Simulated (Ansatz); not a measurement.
# Decaying states in the gap of K3BrClF, part 2 of 3

Aim: relax a made-up compound, K3BrClF, and see how good a tunnel barrier it would be. It is built by putting F for part of the Cl in the K3BrCl2 structure of space group P-3m1, with the volume rescaled by atomic radii. The parent structure comes from the Materials Project.

Ansatz 0.2.0; PBE DFT, plane waves, PAW files (the session's first sound run).

So far. Step 2 (Relaxing the new crystal): The largest force component on a free atom ends at 0.0071 eV/Å.

The structure was built from a prototype and need not be the compound's stable phase.

## (3) Band edges

The energy window and the wavevectors of the next steps follow from the band edges, so these are searched first, off the mesh as well.

File input.yaml:

```yaml
crystal:
  lattice:
    - [4.3355248494, 0.0, 0.0]
    - [-2.1677624247, 3.7546746583, 0.0]
    - [0.0, 0.0, 10.8270827187]
  atoms:
    - { symbol: K, position: [0.0, 0.0, 0.529365305] }
    - { symbol: K, position: [0.3333333333, 0.6666666667, 0.177861255] }
    - { symbol: K, position: [0.6666666667, 0.3333333333, 0.7927079048] }
    - { symbol: Br, position: [0.0, 0.0, -0.0151300558] }
    - { symbol: F, position: [0.3333333333, 0.6666666667, 0.6612054539] }
    - { symbol: Cl, position: [0.6666666667, 0.3333333333, 0.353990137] }
kpoints:
  mp_grid: { grid: [6, 6, 2] }
  band_path: { path: [VBM, CBM], npoints: 30 }
scf:
  occupations: { method: fixed }
hamiltonian:
  xc: pbe
output:
  eigenvalues: true
  write_potential: true
  write_density: true
  volumetric_format: npy
```

On the command line:

```console
> ansatz run input.yaml --threads 2 --pin off --max-ram 4096MiB --backend cpu --events-out ev --progress --plain --runs-dir out
```

Numbers of over 12 decimals in the logs are rounded to 6 here.

Output:

```text
[...]
Crystal: 6 atoms, lattice volume = 176.249 Å³
Basis set: ecut = 420 eV, 3463 PW (Γ)
Bands: 30, of which v1, the nominal top of the filled ones, is band 24 counted from 1 (23 counted from 0)
Symmetry: 6 space group operations
[...]
k-points: 14 of 72 (time reversal used)
[...]
SCF iter   1: F=—  HF=-9294.242075 eV  |F-HF|=—  |Δ(HF+E_count)|=         —  Δρ=4.90e-4  dr2=1.25e-3  ethr=1.77e-3  ⟨swp⟩=5.5  Hψ=1619  notcnv=0  defer=50
[...]
SCF iter   6: F=-9294.241019 eV  HF=-9294.241019 eV  |F-HF|=7.12e-8  |Δ(HF+E_count)|=   7.98e-7  Δρ=5.32e-6  dr2=7.23e-8  ethr=2.08e-10  ⟨swp⟩=11.3  Hψ=2284  notcnv=0
SCF 1 converged in 6 iterations: F = -9294.241019 eV  dr2 = 7.23e-8
[...]
NSCF: frozen V_eff on 34 k-points
[...]
SCF converged after 6 iterations
Free energy (F): -9294.241019 eV
[...]
Internal energy: -9294.241019 eV  (E = F + TS)
E sigma→0 (E₀):  -9294.241019 eV
Fermi energy:    1.611249 eV
[...]
--- Band table (eV; the first three rows and the last of 14) ---
  k-point 0: bands = [... 20 lower, 0.8113, 0.9357, 1.6112, 1.6112, 5.8361, 7.9237, 7.9643, 8.5590, ... 2 higher]
  k-point 1: bands = [... 20 lower, 0.8136, 0.8136, 1.6096, 1.6096, 6.3974, 6.6675, 8.4125, 8.6189, ... 2 higher]
  k-point 2: bands = [... 20 lower, 0.7745, 0.9210, 1.2753, 1.5437, 6.3810, 8.1161, 8.3235, 8.4934, ... 2 higher]
  k-point 13: bands = [... 20 lower, 0.4648, 0.8149, 0.8306, 0.9591, 8.5319, 8.5895, 8.9511, 9.1961, ... 2 higher]
```

It took 8.3 s on 2 threads of Intel Xeon Platinum 8488C (Sapphire Rapids), shared host; peak memory 0.46 GiB.

Reading the cycles: dr2 is the Hartree energy of the density residual (eV), the measure of convergence; HF is the Harris–Foulkes estimate of the energy, which meets the free energy F at convergence.

Numbers from this step:

```
free energy         : -9294.2410 eV
Fermi energy        : 1.611 eV
gap on the k-mesh   : 4.225 eV
gap on path         : 4.225 eV, by band count; negative where bands overlap
direct gap on path  : 4.225 eV
edge places on path : 0, 0 1/A along the path
```

Levels at VBM (eV): -1.61, -1.45, -1.45, -1.43, -0.80, -0.80, -0.68, 0.00, 0.00, 4.22, 6.31, 6.35, 6.95, 7.25, 7.94.

The searched edges give 4.22 eV, as on the mesh.

## (4) Decaying states in the gap

This step: PBE DFT, plane waves, PAW files; complex bands by layer matching along the plane's normal (Ansatz 0.2.0).

The same crystal is laid in a cell whose first two vectors span the (001) plane (indices of the standard conventional cell, whose axes can be ordered otherwise than in the bulk input). At fixed energy and wavevector in the plane the solver finds all kz, real and complex. A few wavevectors are listed, (0, 0) and (0.5, 0) in units of the plane's reciprocal vectors; the slowest state needn't be among them.

File input.yaml:

```yaml
crystal:
  lattice:
    - [4.335524849, 0.0, 0.0]
    - [2.167762425, 3.754674658, 0.0]
    - [0.0, 0.0, 10.827082719]
  atoms:
    - { symbol: K, position: [0.0, 0.0, 0.529365305] }
    - { symbol: K, position: [0.6666666667, 0.6666666667, 0.177861255] }
    - { symbol: K, position: [0.3333333333, 0.3333333333, 0.7927079048] }
    - { symbol: Br, position: [0.0, 0.0, 0.9848699442] }
    - { symbol: F, position: [0.6666666667, 0.6666666667, 0.6612054539] }
    - { symbol: Cl, position: [0.3333333333, 0.3333333333, 0.353990137] }
kpoints:
  mp_grid: { grid: [6, 6, 2] }
scf:
  occupations: { method: fixed }
hamiltonian:
  xc: pbe
output:
  eigenvalues: true
  transmission:
    leads: [[0, 0]]
    kpoints: [[0.0, 0.0], [0.5, 0.0]]
    e_range: [-1.0, 5.22]
    de: 0.1
```

Output:

```text
[...]
Crystal: 6 atoms, lattice volume = 176.249 Å³
Basis set: ecut = 420 eV, 3463 PW (Γ)
Bands: 30, of which v1, the nominal top of the filled ones, is band 24 counted from 1 (23 counted from 0)
Symmetry: 6 space group operations
[...]
k-points: 14 of 72 (time reversal used)
[...]
SCF iter   1: F=—  HF=-9294.242070 eV  |F-HF|=—  |Δ(HF+E_count)|=         —  Δρ=4.90e-4  dr2=1.25e-3  ethr=1.77e-3  ⟨swp⟩=5.5  Hψ=1619  notcnv=0  defer=50
[...]
SCF iter   6: F=-9294.241019 eV  HF=-9294.241019 eV  |F-HF|=7.13e-8  |Δ(HF+E_count)|=   7.99e-7  Δρ=5.32e-6  dr2=7.22e-8  ethr=2.08e-10  ⟨swp⟩=11.4  Hψ=2287  notcnv=0
SCF 1 converged in 6 iterations: F = -9294.241019 eV  dr2 = 7.22e-8
[...]
transmission: 15 of 30 steps passed
transmission: 30 of 30 steps passed
SCF converged after 6 iterations
Free energy (F): -9294.241019 eV
[...]
Internal energy: -9294.241019 eV  (E = F + TS)
E sigma→0 (E₀):  -9294.241019 eV
Fermi energy:    1.611249 eV
[...]
--- Band table (eV; the first three rows and the last of 14) ---
  k-point 0: bands = [... 20 lower, 0.8113, 0.9357, 1.6112, 1.6112, 5.8361, 7.9237, 7.9643, 8.5590, ... 2 higher]
  k-point 1: bands = [... 20 lower, 0.8136, 0.8136, 1.6096, 1.6096, 6.3974, 6.6675, 8.4125, 8.6189, ... 2 higher]
  k-point 2: bands = [... 20 lower, 0.7745, 0.9210, 1.2753, 1.5437, 6.3810, 8.1161, 8.3235, 8.4934, ... 2 higher]
  k-point 13: bands = [... 20 lower, 0.4648, 0.8149, 0.8306, 0.9591, 8.5319, 8.5895, 8.9511, 9.1961, ... 2 higher]
--- Transmission ---
  basis      : 151 plane waves across, 15 finite elements along
  points     : 2, as listed
  energies   : 63 from -1.000000 to 5.200000 eV about the Fermi level, 0.100000 eV apart; the leads are filled to 2.112450 eV, and channels, transmission and decay are at 2.100000 eV
  crystal 0  : F1K3Br1Cl1, at the sites [0, 0], period 10.8271 Å: whole cells are its period
    offset         : up to 0.0000 Å between an atom of the period and one for which it stands
    channels       : 0.000000e0 a spin
    conductance    : none, the energies end too early or step too widely for 300 K: set another output.transmission.e_range or a lower de, or, where they end at an eighth of basis.ecutwfc, a higher one
    slowest decay  : 0.4029 /Å at (0.0000, 0.0000)
```

Run time: 17 s. Hardware: 2 threads; peak memory 0.64 GiB; 24 s of CPU time.

Numbers from this step:

| Item | Value |
| --- | --- |
| level to which the leads are filled | 2.112 eV from the Fermi level |
| decay constant at the filling level, zone centre | 0.4029 Å⁻¹ |
| decay constant at the filling level, slowest listed point | 0.4029 Å⁻¹ |

K parallel (0, 0); values up to 1.5 1/Å, a degenerate pair printed once or twice; energies at which all values exceed this have no row. Im kz of the slowest decaying states against energy, zero at the highest filled level on the SCF mesh:

| energy (eV) | decay 1 (Å⁻¹) | decay 2 (Å⁻¹) | decay 3 (Å⁻¹) | decay 4 (Å⁻¹) |
| --- | --- | --- | --- | --- |
| -1.00 | 0.118 | 0.539 | 1.14 | 1.37 |
| 0.00 | 0.0197 | 0.346 | 1.10 | 1.30 |
| 1.00 | 0.420 | 0.791 | 1.05 | 1.23 |
| 2.00 | 0.407 | 0.868 | 0.987 | 1.16 |
| 3.00 | 0.335 | 0.893 | 0.919 | 1.07 |
| 4.00 | 0.156 | 0.839 | 0.884 | 0.984 |
| 5.00 | 0.0251 | 0.741 | 0.816 | 0.926 |

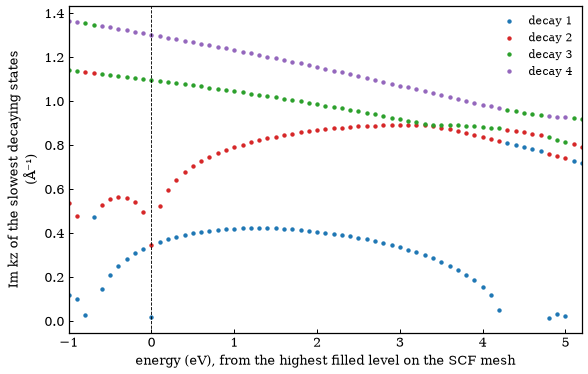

Im kz of the slowest decaying states, plotted against energy.

K parallel (0.5, 0); values up to 1.5 1/Å, a degenerate pair printed once or twice; energies at which all values exceed this have no row. The Im kz of the slowest decaying states by energy, zero at the highest filled level on the SCF mesh:

| energy (eV) | decay 1 (Å⁻¹) | decay 2 (Å⁻¹) | decay 3 (Å⁻¹) | decay 4 (Å⁻¹) |
| --- | --- | --- | --- | --- |
| -1.000 | 0.0683 | 0.476 | 0.657 | 0.951 |
| -0.500 | 0.399 | 0.618 | 0.815 | 0.983 |
| 0.000 | 0.566 | 0.741 | 0.909 | 1.01 |
| 0.500 | 0.653 | 0.806 | 1.05 | 1.10 |
| 1.000 | 0.711 | 0.880 | 1.10 | 1.23 |
| 1.500 | 0.740 | 0.834 | 1.13 | 1.26 |
| 2.000 | 0.740 | 0.803 | 1.14 | 1.26 |
| 2.500 | 0.720 | 0.777 | 1.13 | 1.25 |
| 3.000 | 0.686 | 0.750 | 1.12 | 1.22 |
| 3.500 | 0.643 | 0.721 | 1.10 | 1.19 |
| 4.000 | 0.589 | 0.687 | 1.08 | 1.16 |
| 4.500 | 0.523 | 0.646 | 1.06 | 1.11 |
| 5.000 | 0.439 | 0.596 | 1.03 | 1.07 |

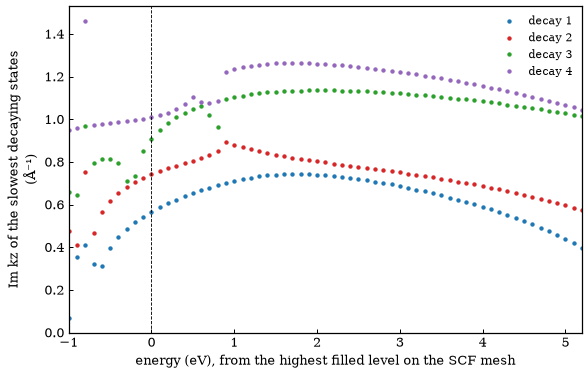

Im kz of the slowest decaying states against energy.

At the listed wavevectors the last open channel is at -0.70 eV and the next at +4.30 eV on the grid, wider than the gap, since narrow bands can fall between grid energies. At +2.10 eV, the grid energy nearest the filling level (the middle of the gap on the SCF mesh), the slowest state at the listed wavevectors decays with κ = 0.403 Å⁻¹, its amplitude falling by e over 2.5 Å. Through 1 nm of this crystal that state's transmission falls by exp(−2 × 0.403 Å⁻¹ × 10 Å) = 3.2e-4.

## (5) Band edges at another level

This step: PBE DFT, plane waves, PAW files, spin-orbit coupling (Ansatz 0.2.0).

The edges again with spin-orbit coupling, at the same atoms.

File input.yaml:

```yaml
crystal:
  lattice:
    - [4.3355248494, 0.0, 0.0]
    - [-2.1677624247, 3.7546746583, 0.0]
    - [0.0, 0.0, 10.8270827187]
  atoms:
    - { symbol: K, position: [0.0, 0.0, 0.529365305] }
    - { symbol: K, position: [0.3333333333, 0.6666666667, 0.177861255] }
    - { symbol: K, position: [0.6666666667, 0.3333333333, 0.7927079048] }
    - { symbol: Br, position: [0.0, 0.0, -0.0151300558] }
    - { symbol: F, position: [0.3333333333, 0.6666666667, 0.6612054539] }
    - { symbol: Cl, position: [0.6666666667, 0.3333333333, 0.353990137] }
kpoints:
  mp_grid: { grid: [6, 6, 2] }
  band_path: { path: [VBM, CBM], npoints: 30 }
scf:
  occupations: { method: fixed }
hamiltonian:
  xc: pbe
  pseudopotentials: { kind: paw_fr }
output:
  eigenvalues: true
magnetization:
  noncollinear: true
  spin_orbit: true
```

Output:

```text
[...]
non-collinear run that drives no moment, with spin-orbit: no starting moment large enough to seed its density (crystal.atoms[].spin), no starting occupations that ask for one, no magnetisation constraint and no magnetic field, so the semilocal B_xc is pinned to zero
Crystal: 6 atoms, lattice volume = 176.249 Å³
Basis set: ecut = 420 eV, 3463 PW (Γ)
Bands: 60, of which v1, the nominal top of the filled ones, is band 48 counted from 1 (47 counted from 0)
Symmetry: 6 space group operations + 6 with time reversal
[...]
k-points: 14 of 72 (time reversal used)
Projection manifold: j_resolved (fully-relativistic pseudo-atomic orbitals)
[...]
SCF iter   1: F=—  HF=-9305.967686 eV  |F-HF|=—  |Δ(HF+E_count)|=         —  Δρ=2.47e-1  dr2=1.78e2  dr2_m=0.00e0 (ungated)  ethr=3.10e-3  |M|=0.00e0 ∫|m|=0.00e0 μB  |m|>n=0.0e0 m-floor=0.0e0 τ_xc=0.0e0  β_m=0.30  ⟨swp⟩=8.6  Hψ=3481  notcnv=0  defer=110
[...]
spin=Noncollinear: Resta preconditioning applied to the charge; magnetization (m_x, m_y, m_z) channels mix plain (no charge-response kernel on spin).
SCF iter   2: F=—  HF=-9297.198537 eV  |F-HF|=—  |Δ(HF+E_count)|=    8.77e0  Δρ=8.67e-2  dr2=8.76e0  dr2_m=0.00e0 (ungated)  ethr=3.10e-3  |M|=0.00e0 ∫|m|=0.00e0 μB  |m|>n=0.0e0 m-floor=0.0e0 τ_xc=0.0e0  β_m=0.28  ⟨swp⟩=7.1  Hψ=3549  notcnv=0  defer=100
[...]
SCF iter  13: F=-9294.684007 eV  HF=-9294.684007 eV  |F-HF|=2.93e-9  |Δ(HF+E_count)|=  3.77e-10  Δρ=2.29e-6  dr2=2.02e-8  dr2_m=0.00e0 (ungated)  ethr=2.08e-10  |M|=0.00e0 ∫|m|=0.00e0 μB  |m|>n=0.0e0 m-floor=0.0e0 τ_xc=0.0e0  ⟨swp⟩=18.6  Hψ=4548  notcnv=0
SCF 1 converged in 13 iterations: F = -9294.684007 eV  dr2 = 2.02e-8
[...]
SCF converged after 13 iterations
Magnetization: |M| = 0.0000 μB,  M = (+0.0000, +0.0000, +0.0000) μB
Absolute magnetization: 0.0000 μB (∫|m|)
  site 0: m = (+0.0000, +0.0000, +0.0000) μB, |m| = 0.0000 μB  (R = 1.19 Å)
  site 1: m = (+0.0000, +0.0000, +0.0000) μB, |m| = 0.0000 μB  (R = 1.30 Å)
  site 2: m = (+0.0000, +0.0000, +0.0000) μB, |m| = 0.0000 μB  (R = 1.19 Å)
  site 3: m = (+0.0000, +0.0000, +0.0000) μB, |m| = 0.0000 μB  (R = 1.34 Å)
  site 4: m = (+0.0000, +0.0000, +0.0000) μB, |m| = 0.0000 μB  (R = 1.19 Å)
  site 5: m = (+0.0000, +0.0000, +0.0000) μB, |m| = 0.0000 μB  (R = 1.30 Å)
Free energy (F): -9294.684007 eV
[...]
Internal energy: -9294.684007 eV  (E = F + TS)
E sigma→0 (E₀):  -9294.684007 eV
Fermi energy:    1.770763 eV
[...]
--- Band table (eV; the first three rows and the last of 14) ---
  k-point 0: bands = [... 44 lower, 1.5059, 1.5059, 1.7708, 1.7708, 5.8361, 5.8361, 7.9234, 7.9234, ... 8 higher]
  k-point 1: bands = [... 44 lower, 1.4970, 1.4970, 1.7694, 1.7694, 6.3977, 6.3977, 6.6674, 6.6674, ... 8 higher]
  k-point 2: bands = [... 44 lower, 1.2758, 1.2876, 1.6174, 1.6187, 6.3795, 6.3824, 8.1098, 8.1212, ... 8 higher]
  k-point 13: bands = [... 44 lower, 0.9423, 0.9557, 1.0551, 1.0582, 8.5311, 8.5322, 8.5889, 8.5899, ... 8 higher]
```

Run time: 55 s. Hardware: 2 threads; peak memory 0.89 GiB.

Numbers from this step:

```
free energy        : -9294.6840 eV
Fermi energy       : 1.771 eV
gap on the k-mesh  : 4.065 eV
gap on path        : 4.065 eV, by band count; negative where bands overlap
direct gap on path : 4.065 eV
```

Levels at VBM (eV): -1.77, -1.77, -1.64, -1.64, -1.60, -1.60, -1.59, -1.59, -1.00, -1.00, -0.92, -0.92, -0.89, -0.89, -0.26, -0.26, 0.00, 0.00, 4.07, 4.07, 6.15, 6.15, 6.19, 6.19, 6.79, 6.79, 7.09, 7.09, 7.78, 7.78.

The searched edges give 4.07 eV, as on the mesh.

For the gap on path, step 3 gave 4.22 eV; this run, with PBE spin-orbit, gives 4.07 eV.

[end of part 2 of 3]

[Logs are printed without paths, hosts, clocks, repeated set-up lines and the standing remarks that a program may print on its own settings, such as how far it seeks lower states.]

[Hosts, paths, dates, database ids (printed as entryN), source tags and the programs' standing remarks are cut or masked in the printed files.]
